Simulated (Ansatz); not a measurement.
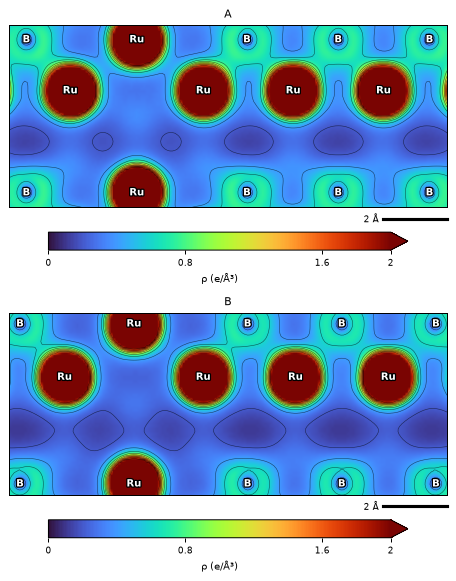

B$_{3}$Ru$_{5}$. The valence pseudo-density of two cells that differ in size and shape, on the (110) plane of each (indices in the axes of the calculation cell), at one length scale and on one colour scale; one has 10.5 and the other 11.8 Å³ an atom.

Theory: DFT PBE, scalar-relativistic, plane waves, PAW (Ansatz 0.2.0).

The larger cell:

```
CELL_PARAMETERS angstrom
2.89220 0.00000 0.00000
-1.44610 2.50472 0.00000
0.00000 0.00000 13.02139
ATOMIC_POSITIONS crystal
B 0.33333 0.66667 0.72637
B 0.33333 0.66667 0.50000
B 0.33333 0.66667 0.27363
Ru 0.00000 0.00000 0.83331
Ru 0.00000 0.00000 0.38840
Ru 0.00000 0.00000 0.61160
Ru 0.00000 0.00000 0.16669
Ru 0.33333 0.66667 0.00000
```

The smaller cell: a = 2.767 Å, b = 2.767 Å, c = 12.620 Å, α = 90.00°, β = 90.00°, γ = 120.00°.

Which is the denser cell? Describe the effect of the change.

Panel A is the smaller cell, by 11 % in volume. From the larger cell to the smaller, B–Ru goes from 2.17 to 2.10 Å, and the density at its midpoint from 0.7 to 0.81 e/Å³; the pressure goes from −15 to 21 GPa.
